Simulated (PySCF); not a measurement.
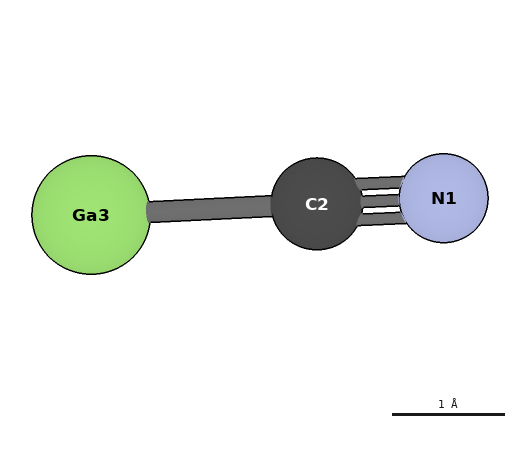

Numbered structure. The computed structure is the end point of a PBE0-D3(BJ)/def2-SVP optimisation. No frequency run is at hand to confirm it as a minimum.

Question: What is the geometry at C2?

Answer: C2 has 2 neighbours (N1 at 1.17, Ga3 at 2.08 Å); the arrangement is linear.
